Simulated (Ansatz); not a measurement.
# CH₆B₂ClN: reading failed and doubtful runs

3 inputs were typed for CH₆B₂ClN. Each is run as it stands; the log then has to tell whether the result can be used.

Computed with Ansatz 0.2.0, Gaussian basis. Level: the settings change from run to run.

### 1 The molecule

An earlier PBE0-D4 in a triple-zeta def2 set relaxation fixed the geometry.

SMILES `BC(Cl)BN`, 11 atoms, charge 0, spin multiplicity 1.

Atoms are counted from 1 here; the program's logs count them from 0.

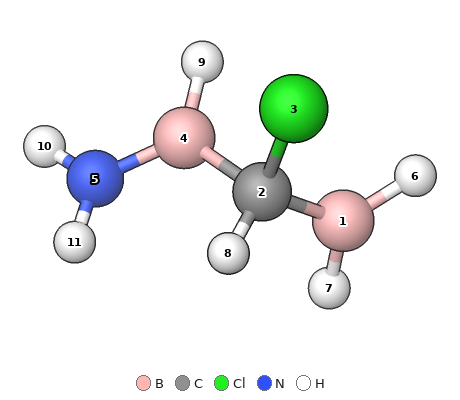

The geometry (boron pink, carbon grey, chlorine green, nitrogen blue, hydrogen white); atoms are numbered from 1 in the order of the file.

### 2 Input 1

in.yaml reads:

```yaml
crystal:
  periodic: [false, false, false]
  atoms:
    - {symbol: B, position_ang: [1.250997, 0.503586, 1.130999]}
    - {symbol: C, position_ang: [0.303236, -0.583569, 0.601880]}
    - {symbol: Cl, position_ang: [-0.632242, -1.488631, 1.843766]}
    - {symbol: B, position_ang: [-0.786509, 0.177245, -0.288848]}
    - {symbol: N, position_ang: [-0.824599, -0.003713, -1.660965]}
    - {symbol: H, position_ang: [1.157329, 0.951731, 2.232649]}
    - {symbol: H, position_ang: [2.055064, 0.953892, 0.364582]}
    - {symbol: H, position_ang: [0.815073, -1.325370, -0.017164]}
    - {symbol: H, position_ang: [-1.574191, 0.913894, 0.225286]}
    - {symbol: H, position_ang: [-1.501013, 0.453856, -2.247966]}
    - {symbol: H, position_ang: [-0.197645, -0.609922, -2.163520]}
basis:
  gaussian: {orbitals: def2-mTZVPP}
hamiltonian: {xc: {name: HF}}
correlation: {method: mp2, frozen_orbitals: {B: 9}}
output: {forces: true}
```

On the command line:

```
ansatz run in.yaml --threads 4 --pin off --events-out ev --progress --plain --max-ram 10444MiB
```

The program printed:

```text
Functional definition: HF
  name "HF"
  cite "Fock, Z. Phys. 61, 126 (1930) doi:10.1007/BF01340294"
  parent pbe
  exchange = exact_x
  correlation = 0
Error: "frozen_orbitals" has no count for C
```

Run time: 0.05 s. Hardware: 4 threads of Intel Xeon 6975P-C, shared host.

Diagnosis: Refused before any calculation. Frozen orbitals are typed for one element alone, and the program wants a count for each. Cure: leave frozen_orbitals out, or give every element a count that its core really has.

### 3 Input 2

in.yaml reads:

```yaml
crystal:
  periodic: [false, false, false]
  atoms:
    - {symbol: B, position_ang: [1.250997, 0.503586, 1.130999]}
    - {symbol: C, position_ang: [0.303236, -0.583569, 0.601880]}
    - {symbol: Cl, position_ang: [-0.632242, -1.488631, 1.843766]}
    - {symbol: B, position_ang: [-0.786509, 0.177245, -0.288848]}
    - {symbol: N, position_ang: [-0.824599, -0.003713, -1.660965]}
    - {symbol: H, position_ang: [1.157329, 0.951731, 2.232649]}
    - {symbol: H, position_ang: [2.055064, 0.953892, 0.364582]}
    - {symbol: H, position_ang: [0.815073, -1.325370, -0.017164]}
    - {symbol: H, position_ang: [-1.574191, 0.913894, 0.225286]}
    - {symbol: H, position_ang: [-1.501013, 0.453856, -2.247966]}
    - {symbol: H, position_ang: [-0.197645, -0.609922, -2.163520]}
basis:
  gaussian: {orbitals: def2-TZVPPP}
hamiltonian: {xc: {name: PBE-QIDH}}
accuracy: high
output: {forces: true}
```

The command is unchanged.

The program printed:

```text
Error: <dir> can't be read: No such file or directory (os error 2)
```

It took 0.05 s on 4 threads of Intel Xeon 6975P-C, shared host.

What is wrong: Nothing was computed: the input was turned down at the start. The line that matters: «<dir> can't be read: No such file or directory (os error 2)» The basis set isn't in the library under that name. Remedy: name a listed orbital basis.

### 4 Input 3

in.yaml reads:

```yaml
crystal:
  periodic: [false, false, false]
  atoms:
    - {symbol: B, position_ang: [2.364043, 0.951640, 2.137280]}
    - {symbol: C, position_ang: [0.573033, -1.102785, 1.137388]}
    - {symbol: Cl, position_ang: [-1.194764, -2.813107, 3.484214]}
    - {symbol: B, position_ang: [-1.486287, 0.334945, -0.545843]}
    - {symbol: N, position_ang: [-1.558268, -0.007017, -3.138770]}
    - {symbol: H, position_ang: [2.187035, 1.798511, 4.219098]}
    - {symbol: H, position_ang: [3.883510, 1.802595, 0.688961]}
    - {symbol: H, position_ang: [1.540265, -2.504587, -0.032435]}
    - {symbol: H, position_ang: [-2.974790, 1.727011, 0.425730]}
    - {symbol: H, position_ang: [-2.836505, 0.857665, -4.248042]}
    - {symbol: H, position_ang: [-0.373495, -1.152586, -4.088461]}
basis:
  gaussian: {orbitals: def2-TZVP}
hamiltonian: {xc: {name: BHLYP}}
accuracy: high
```

The command is unchanged.

The program printed, shortened:

```text
Functional definition: BHLYP
  name "BHLYP"
  cite "Becke, J. Chem. Phys. 98, 1372 (1993) doi:10.1063/1.464304"
  cite "Becke, Phys. Rev. A 38, 3098 (1988) doi:10.1103/PhysRevA.38.3098"
  cite "Lee, Yang & Parr, Phys. Rev. B 37, 785 (1988) doi:10.1103/PhysRevB.37.785"
[...]
3347 factors; integrals over basis functions are off by at most 1.8e-7 eV
[...]
mean field -16457.88964600 eV, -604.8162889324 hartree, gradient 3.6e-8 eV, S^2 0.000000; 6 other end points of the search recorded, 0 dependent functions left out
reference -16457.88969628 eV, -604.8162907799 hartree; 23, 23 occupied and 174, 174 virtual orbitals, 3347 factors
Total energy: -16457.88969628 eV, -604.8162907799 hartree
```

Wall time 9 s (4 threads of Intel Xeon 6975P-C, shared host); peak memory 0.84 GiB.

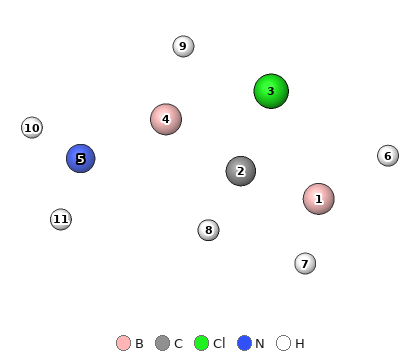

The geometry of this input.

**Diagnosis.** It ended without an error, which proves nothing about the input. The coordinates are in bohr but typed as ångström. The shortest distance is 1.90 Å (N5–H10), against 1.01 Å in the relaxed molecule. Its energy is no property of the relaxed molecule. Fix: take the coordinates from the file in ångström.

### 5 How the tries ended

```
input                 level      ended                                                                                    cause    time
    1       MP2/def2-mTZVPP    refused  frozen orbitals are typed for one element alone, and the program wants a count for each  0.05 s
    2  PBE-QIDH/def2-TZVPPP    refused                                       the basis set isn't in the library under that name  0.05 s
    3       BHLYP/def2-TZVP  converged                                        the coordinates are in bohr but typed as ångström     9 s
```

**Reading.** 2 refused, 1 converged. A refusal costs next to no computing time. The dangerous case is the input that converges on a wrong geometry, charge, spin, basis or grid: often only a look at the input shows it.
